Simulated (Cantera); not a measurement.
Charge: 1 mol Cu2O, 18 mol CO, at 9.00 Torr.

Method: chemical equilibrium by Gibbs-energy minimisation in Cantera with the NASA 1993 tables (ideal gas, pure condensed phases). Candidate condensed phases: C, Cu, CuO, Cu2O; 15 gas species. Kinetics and transport are ignored.

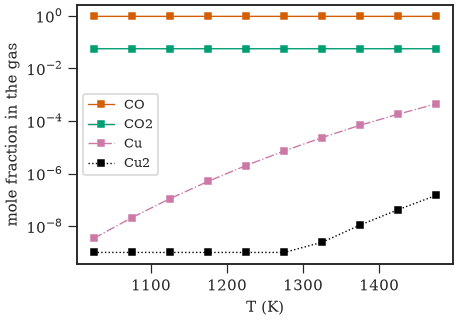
Figure: Equilibrium gas composition (values under 1e-9 drawn at 1e-9)

From 1025 K to 1325 K the condensed part is Cu(s). From 1375 K to 1475 K the condensed part is Cu(l).
